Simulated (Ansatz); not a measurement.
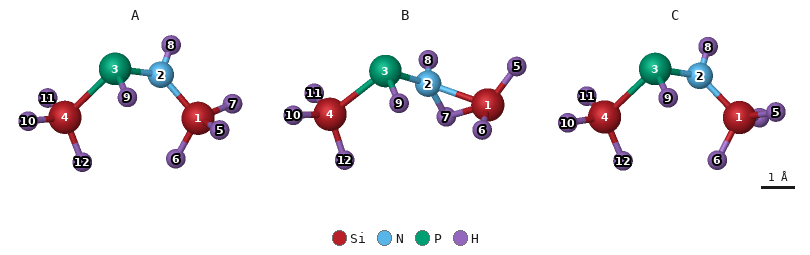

3 geometries from a converged minimum-energy path of Si₂PNH₈, shuffled. The picture is a ball-and-stick view, seen at a tilt.

Method: Ansatz, RKS BLYP/def2-SVP. Set-up: 5 movable images; climbing image; force threshold 0.05 eV/Å; iteration limit 60; starting path through a guess of the saddle point.

> One of them is the converged climbing image. Which?

B. In order along the path, whose images run from 0 to 6: A (image 0, 0.00 eV), C (image 1, +0.01 eV), B (image 4, +2.69 eV). A hydrogen atom shifts from one atom to another. Breaking: Si1–H7 (1.50 → 1.65 at the top → 2.57 Å). Forming: N2–H7 (2.63 → 1.38 at the top → 1.03 Å).

Cost: 80 s on 2 threads of AMD EPYC 9R45 96-Core Processor (Zen 5), on a shared host, peak memory 0.19 GiB.
